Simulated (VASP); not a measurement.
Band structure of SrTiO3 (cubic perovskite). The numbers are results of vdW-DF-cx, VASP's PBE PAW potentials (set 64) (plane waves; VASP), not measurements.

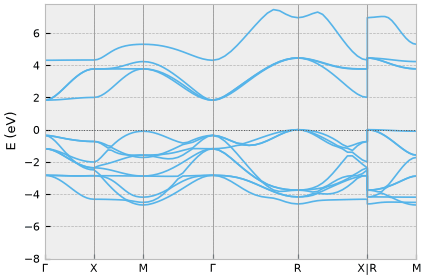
Fig. 1. Bands along high-symmetry lines, zero at the valence-band maximum or, without a gap, the Fermi level

Question: Read the plot: is there a gap, and where are the band edges?

Answer: The gap is indirect, 1.83 eV, from the valence maximum at R to the conduction minimum at Γ. (Edges off the drawn lines would not show.)

Measured: gap 3.59 eV (computed value off by -1.76 eV), as given by Anna Miglio et al., npj Computational Materials (2020), arXiv:2011.12765 [zero-point renormalisation of 336 meV (experimental, the table's column) added back].

The compound is SrTiO3 in the cubic perovskite structure, the ideal cubic form; the compound distorts at low or room temperature. It was relaxed first.
